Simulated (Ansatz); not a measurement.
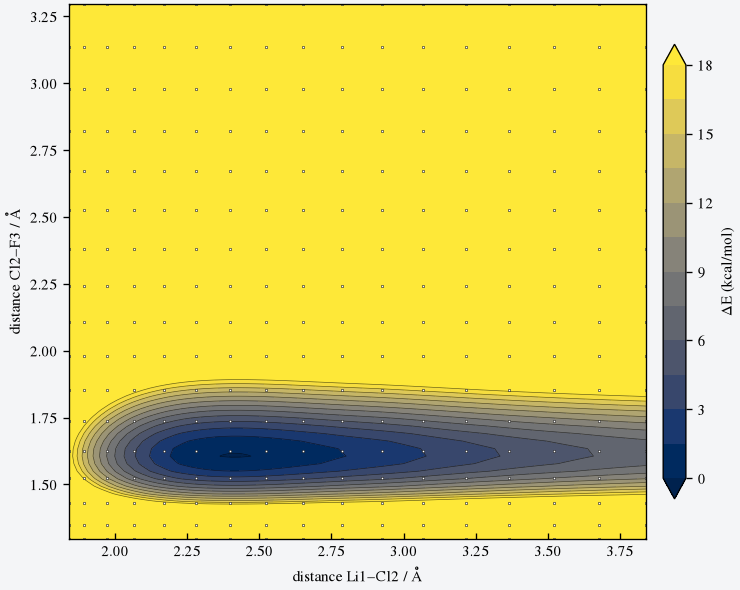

The system Li⁺ + ClF. Coordinates scanned: (1) distance Li1–Cl2; (2) distance Cl2–F3. Nothing is relaxed (the angle Li1–Cl2–F3 is fixed at 90 degrees). The grid has 17 × 17 points. Points are written as (first, second). Energies are in kcal/mol, from the lowest grid point. The reference is spin-restricted, so regions where a bond is pulled apart into radicals lie too high. These are results of RKS PBE0-D4/def2-TZVPD (Ansatz 0.2.0), not measurements.

The picture shows filled contours, dots at the grid points, one colour for all values above the top of the scale. Between grid points the surface is interpolated.

### Where is the minimum, and how stiff is the well along each coordinate?

The interpolated minimum is at distance Li1–Cl2 ≈ 2.415 Å, distance Cl2–F3 ≈ 1.612 Å. The curvatures there are about 1.8 eV/Å² and 32 eV/Å², with a cross term of about 0 eV/Å². Round the minimum the two coordinates are nearly uncoupled. (1 eV is 23.1 kcal/mol.)
